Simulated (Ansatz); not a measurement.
Level of theory: PBE (plane waves to 420 eV, PAW; Ansatz, a quantum-chemistry and plane-wave program).

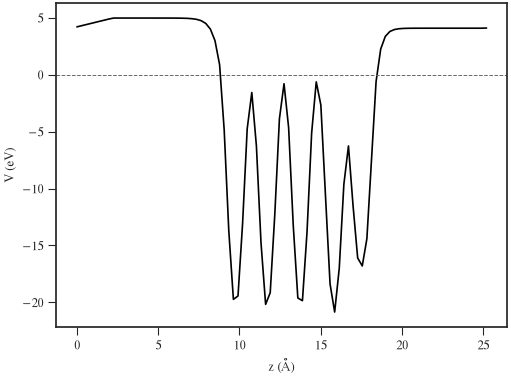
Figure. Planar average of the electrostatic potential across the slab, in eV from the Fermi level, for S on the 1x1 (0001) surface of hcp Co, ferromagnetic, one in a 1x1 cell, started at the site 'hollow Co-Co-Co over Co at depth 2.0 Å'

Slab: 5 atoms, 6.0 Å thick at the start under the adsorbate (thin: gaps and levels are the slab's own); k 14x14x1, smearing 0.1 eV, dipole-corrected; 2 atoms held, the rest relaxed; held to the start's symmetry, so lower structures may exist; spin-polarised, no spin-orbit, no U, no dispersion correction. At the end it is bonded to 3 Co. In PBE it is, or lies within 0.03 eV of, the lowest of the starts that converged.

The vacuum level lies 4.08 eV above the Fermi level over the top face and 4.97 eV above it under the bottom face.
